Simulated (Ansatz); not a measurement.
# SiF₃ radical: basis-set convergence

How large a basis does SiF₃ radical need? Two functionals are run in growing sets.

The runs use Ansatz 0.2.0, Gaussian basis; one geometry, several basis sets.

Plan: PBE0-D4/def2-SVP; ωB97M-V/def2-SVP; PBE0-D4/def2-QZVPP; ωB97M-V/def2-QZVPP; the functionals' def2-TZVPP values are taken from earlier runs.

## (1) The geometry

An earlier PBE0-D4 in a triple-zeta def2 set relaxation fixed the geometry.

4 atoms, charge 0, spin multiplicity 2.

Atoms are counted from 1 here; the program's logs count them from 0.

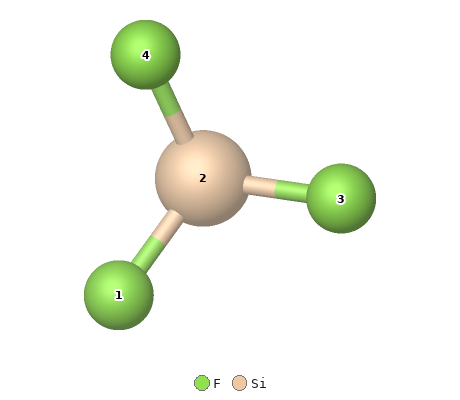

The geometry (fluorine green, silicon light orange); atoms are numbered from 1 in the order of the file.

## (2) PBE0-D4 in def2-SVP

File in.yaml:

```yaml
crystal:
  periodic: [false, false, false]
  atoms:
    - {symbol: F, position_ang: [0.784933, -0.506983, 1.151652]}
    - {symbol: Si, position_ang: [-0.282894, 0.213092, 0.234354]}
    - {symbol: F, position_ang: [-0.994278, -0.892283, -0.644400]}
    - {symbol: F, position_ang: [0.492239, 1.186174, -0.741606]}
basis:
  gaussian: {orbitals: def2-SVP}
magnetization: {spin_polarized: true, initial_magnetization: 1}
hamiltonian: {xc: pbe0, dispersion: d4}
output: {orbitals: {seedname: orbitals}}
```

On the command line:

```sh
$ ansatz run in.yaml --threads 4 --pin off --events-out ev --progress --plain --max-ram 10444MiB
```

The runs that follow: ωB97M-V in def2-SVP; PBE0-D4 in def2-QZVPP; ωB97M-V in def2-QZVPP.

Before running them: what should the planned runs give, taken together? Wanted: PBE0-D4: double and triple zeta above quadruple; ωB97M-V: double and triple zeta above quadruple.

The runs gave:

```
                                       quantity           value
PBE0-D4: double and triple zeta above quadruple  14.44, 0.76 eV
ωB97M-V: double and triple zeta above quadruple  14.55, 0.72 eV
```

In words: For PBE0-D4 the step from double to triple zeta gains 13.68 eV and the next only 0.76 eV. These are total energies; as a rule much of such shifts cancels in differences, which this series doesn't test.
